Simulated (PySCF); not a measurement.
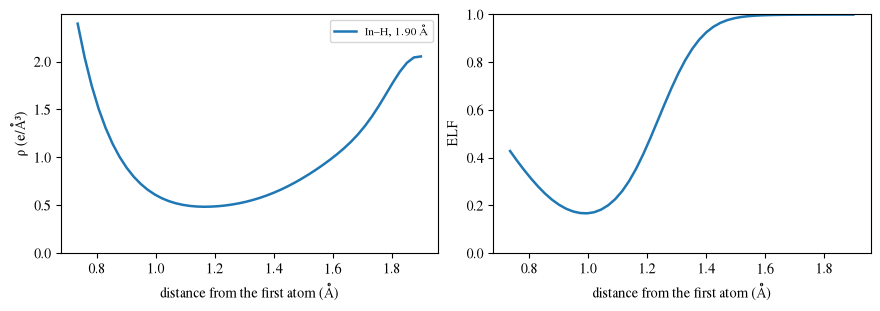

InH (charge −1, doublet). Electron density and ELF along straight lines between neighbouring atoms. The curves leave out the atomic cores.

Core potentials replace the inner electrons of In.

All numbers below come from PBE0/aug-cc-pVDZ(-PP), non-relativistic Hamiltonian with scalar-relativistic core potentials where named, at a bond length of 1.899 Å (PySCF 2.14.0).

```xyz
2

In    0.0000    0.0000   -0.0165
H     0.0000    0.0000    1.8825
```

**What can be read from the curves?**

In–H (1.90 Å): the density is about 0.72 e/Å³ at the midpoint; the ELF climbs to about 1 towards the hydrogen.
